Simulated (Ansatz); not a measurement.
The calculation's input:

```
crystal:
  periodic: [false, false, false]
  atoms:
    - {symbol: Si, position_ang: [-0.521630, 0.341048, -1.151472]}
    - {symbol: S, position_ang: [0.512011, 0.405041, 2.680379]}
    - {symbol: H, position_ang: [-0.896470, 0.614792, -2.564327]}
    - {symbol: H, position_ang: [0.726899, 1.088196, -0.841891]}
    - {symbol: H, position_ang: [-1.607543, 0.844821, -0.269818]}
    - {symbol: H, position_ang: [1.436216, 1.072168, 1.972917]}
    - {symbol: P, position_ang: [-0.356213, -1.888871, -0.890581]}
    - {symbol: H, position_ang: [-0.452978, 1.271895, 2.338172]}
    - {symbol: H, position_ang: [0.852803, -1.972103, -1.633281]}
    - {symbol: H, position_ang: [0.306809, -1.776987, 0.359901]}
basis:
  gaussian: {orbitals: def2-TZVPP}
hamiltonian: {xc: pbe0, dispersion: d4}
output: {orbitals: {seedname: orbitals}}
```

Run with:

```sh
ansatz run in.yaml --threads 4 --pin off --events-out ev --progress --plain --max-ram 9574MiB
```

The product side of a reaction path; geometry: PBE0-D4/def2-TZVP.

Method: Ansatz 0.2.0, RKS PBE0-D4/def2-TZVPP.

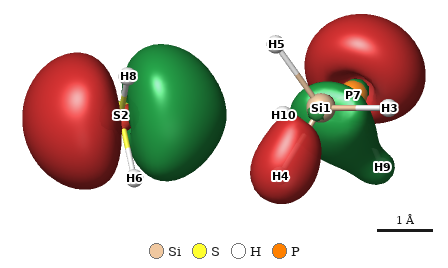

H5PSi···H2S. The HOMO−1 at ±0.1 Å⁻³ᐟ² (green and red are the two phases), seen from one side.

**What is the character of this orbital?**

It lies mainly on S2 (about 60 %), P7 (about 20 %) and Si1 (about 5 %). Its energy is −7.73 eV.
